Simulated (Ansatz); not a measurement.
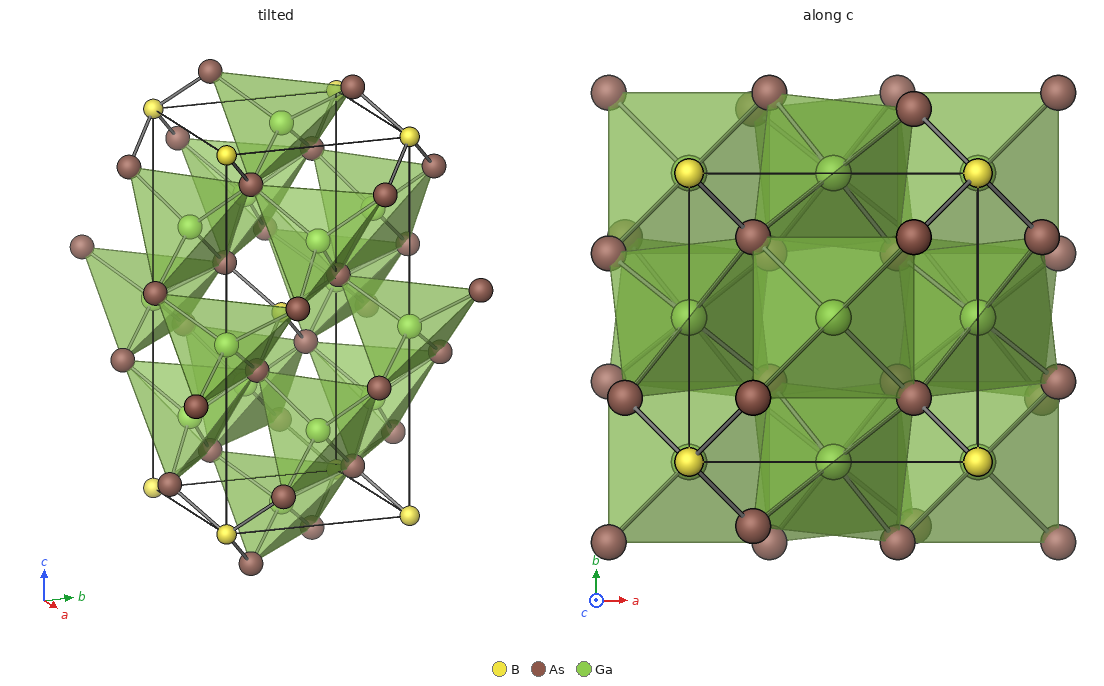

Polyhedral representation of a periodic structure, projected slightly off an axis and along the c axis. Thin lines show the conventional unit cell, with boundary atoms drawn in all their periodic places. A few atoms beyond the faces are included.

Ga3BAs4, space group I-42m (No. 121), a = 5.454 Å, b = 5.454 Å, c = 10.837 Å, α = 90.00°, β = 90.00°, γ = 90.00°. The structure comes from a structure type filled with these elements by a generator (whether the compound takes this form wasn't checked). Earlier steps of the study, as a rule a relaxation of our own, may have changed the cell and positions, so they can lie some per cent off the listed ones. Ansatz was used for an electronic-structure calculation on it.

This one geometry was computed with Ansatz (DFT, plane waves, PAW) at five levels of theory: PBE with spin-orbit coupling, r2SCAN, PBE, PBE0 and HSE06. It was relaxed beforehand with r2SCAN.

Q: Which level gives the highest pressure at this volume, and what does that say about its equilibrium volume?

A: Highest: PBE with spin-orbit coupling (2.6 GPa) and PBE (2.6 GPa), which points to the largest equilibrium volume. Lowest, with the smallest volume: r2SCAN (0.0 GPa), PBE0 (0.1 GPa) and HSE06 (0.3 GPa). Levels within 0.5 GPa of each other can't be told apart.

Q: How does the band gap change with the level of theory?

A: PBE with spin-orbit coupling: a gap of 0.77 eV, direct; PBE: a gap of 0.88 eV, direct; r2SCAN: a gap of 1.19 eV, indirect; HSE06: a gap of 1.60 eV, indirect; PBE0: a gap of 2.22 eV, indirect.

Q: Collect the results in a table.

A:
| level | cutoff (eV) | k-mesh of the run's cell | gap (eV) | pressure (GPa) |
| --- | --- | --- | --- | --- |
| PBE with spin-orbit coupling | 420 | 6×6×6 | 0.77 | 2.6 |
| r2SCAN | 500 | 6×6×6 | 1.19 | 0.0 |
| PBE | 420 | 6×6×6 | 0.88 | 2.6 |
| PBE0 | 420 | 4×4×4 | 2.22 | 0.1 |
| HSE06 | 420 | 4×4×4 | 1.60 | 0.3 |

Gaps are taken on the k-mesh or band path of each run.
